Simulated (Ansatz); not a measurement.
# AlCuOS: what the fields show

Input

```
crystal:
  periodic: [false, false, false]
  atoms:
    - {symbol: Al, position_ang: [-3.518592, -2.428818, -1.244604]}
    - {symbol: Cu, position_ang: [-5.113279, -4.174919, 0.204079]}
    - {symbol: O, position_ang: [-4.044054, -1.352860, -2.327864]}
    - {symbol: S, position_ang: [-2.996485, -3.901087, 0.212758]}
basis:
  gaussian:
    orbitals: def2-TZVPD
hamiltonian:
  xc: {name: PBE0}
output:
  forces: true
  orbitals: {seedname: orbitals}
```

Launched as:

```sh
ansatz run input.yaml --threads 1 --pin off --max-ram 2610MiB --events-out events.jsonl --progress --plain --runs-dir runs
```

Geometry: PBE0-D3(BJ)/pcseg-1.

Computed with isolated molecule in a Gaussian basis; Kohn-Sham density functional theory, functional PBE0 in Ansatz.

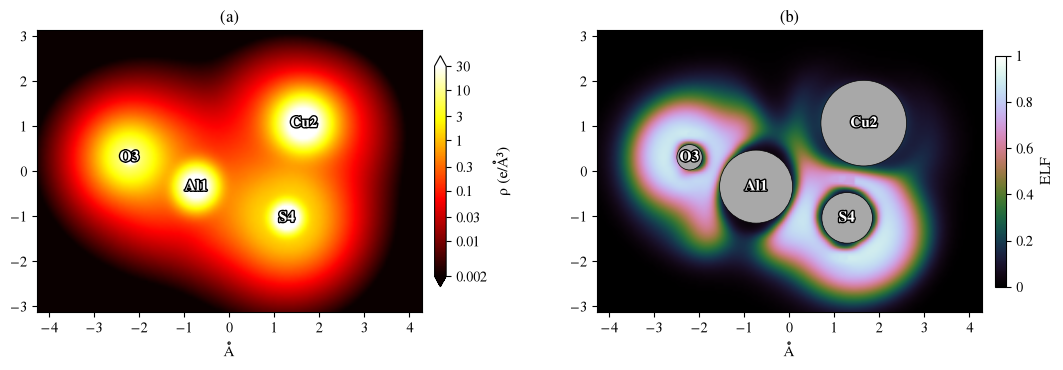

Figure 1. (a) electron density; (b) electron localisation function on the molecular plane. Grey discs cover the atomic cores in the ELF map.

> What does the map show?

The section cuts through Al, Cu, O and S sites.
Al–O (1.61 Å): the density is about 1.1 e/Å³ at the midpoint; the ELF peaks at about 0.80 in the valence shell of O, 0.6 Å from its nucleus, and is about 0.40 at the midpoint.
Cu–S (2.13 Å): ρ at the midpoint is about 0.67 e/Å³; the ELF peaks at about 0.75 in the valence shell of S, 0.9 Å from its nucleus, and is about 0.45 at the midpoint.
Al–S (2.14 Å): ρ is about 0.69 e/Å³ halfway; the ELF peaks at about 0.85 in the valence shell of S, 1.0 Å from its nucleus, and is about 0.80 at the midpoint.
The ELF also peaks beside O3, away from the bonds: lone-pair regions.

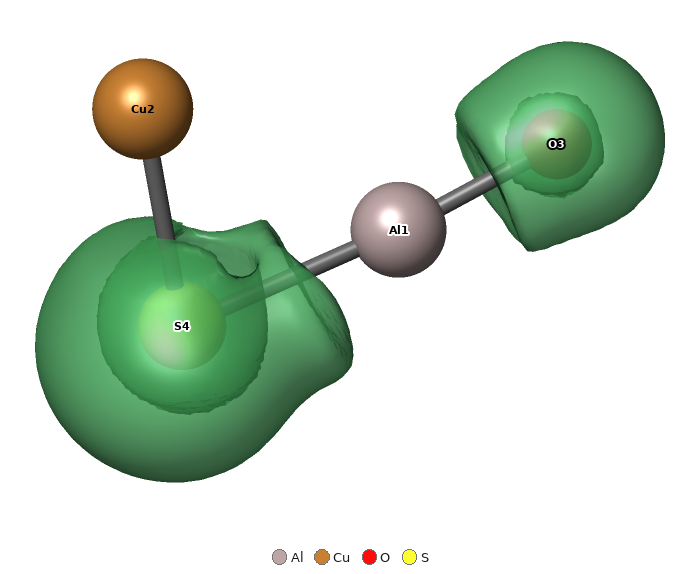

Figure 2. Isosurface of the electron localisation function at 0.75 (green), seen at an oblique angle. Core shells and regions of very low density are left out.

> Where are the electrons localised?

The surface consists of one region on S in which the atom's valence shell and bonds are merged and one region wrapped around O (its valence shell).

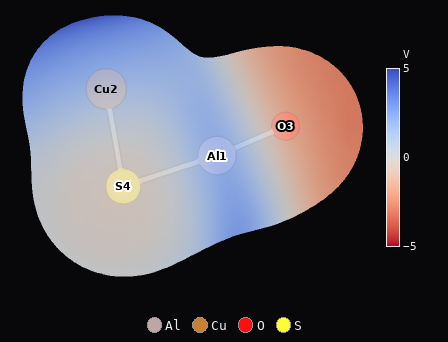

Figure 3. The electrostatic potential painted on the density surface at 0.002 e/bohr³, seen across its widest extent; red is negative and blue positive.

> Where is the surface potential most negative and most positive?

The most negative region (about −2.9 V) lies over O3, the most positive (about +4.7 V) over Cu2. O3 is the likeliest acceptor of a hydrogen bond.

> What dipole moment does the calculation give?

Its dipole moment is 6.85 D.
